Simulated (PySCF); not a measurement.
SMILES NCB (CH₆BN) at its PBE0/def2-SVP optimised geometry (Å):

```
9

B      0.8397    -0.3787     0.0000
C     -0.7183    -0.3787     0.0000
N     -1.4837     0.8647     0.0000
H      1.4349    -1.4346     0.0092
H      1.4837     0.6493    -0.0147
H     -1.0341    -1.0070    -0.8610
H     -1.0464    -1.0148     0.8495
H     -1.2324     1.4187     0.8171
H     -1.2073     1.4346    -0.7979
```

Computed with PBE0/def2-TZVP (PySCF 2.14.0).

Map of the LUMO amplitude (bohr^(-3/2)) on the plane z = 1.0 Å; orbital energy -1.43 eV, overall sign arbitrary:

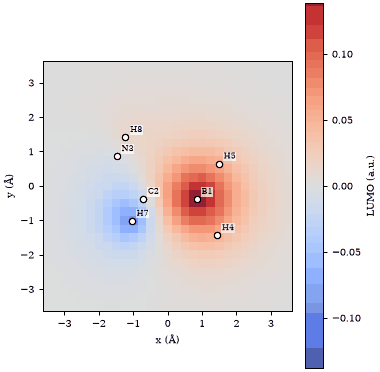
*LUMO amplitude (bohr^(-3/2)) on the plane z = 1.0 Å.*
